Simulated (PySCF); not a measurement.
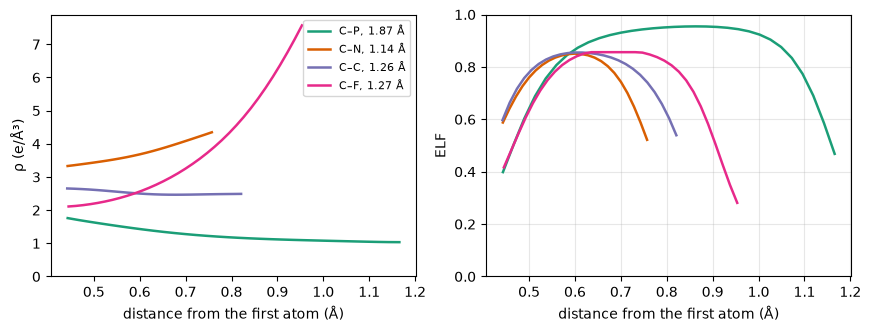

*C4H6FNPSi (charge +1). Total electron density and ELF along straight lines between neighbouring atoms. The curves leave out the atomic cores.*

Geometry: GFN2-xTB.

Theory: PySCF 2.14.0, CAM-B3LYP/def2-SVPD, SCF density, gas phase.

The calculation's input:

```
{"job": {"kind": "uv", "xc": "CAM-B3LYP", "basis": "def2-SVPD", "nstates": 8, "ntriplets": 3}, "charge": 1, "multiplicity": 1}
N      0.789583     1.923365     0.526784
C      1.393310     0.966643     0.365188
C      2.005411    -0.301006     0.101160
P      0.891047    -1.292686    -1.018513
C     -0.859667    -1.748150    -0.179089
F     -1.193405    -2.923681     0.171608
C     -0.832162    -0.501513    -0.378894
Si    -1.880051     1.185326    -0.269252
H      2.965442    -0.179998    -0.412357
H      2.178800    -0.848954     1.033832
H      0.730642    -0.458323    -2.120578
H     -1.825121     1.486008     1.150391
H     -1.215383     2.059578    -1.220971
H     -3.149125     0.632917    -0.746528
```

Command:

```sh
OMP_NUM_THREADS=1 python probes_run.py task.json out
```

Compare the contacts.

Answer. C–P (1.87 Å): the density is about 1.1 e/Å³ at the midpoint; the ELF peaks at about 0.95 between the atoms (a shared electron pair).
C–N (1.14 Å): ρ is about 3.6 e/Å³ halfway; the ELF peaks at about 0.85 between the atoms; a short, multiple covalent bond.
C–C (1.26 Å): ρ at the midpoint is about 2.5 e/Å³; the ELF peaks at about 0.85 between the atoms: a multiple bond.
C–F (1.27 Å): ρ at the midpoint is about 2.8 e/Å³; the ELF peaks at about 0.85 between the atoms; a polar covalent bond.
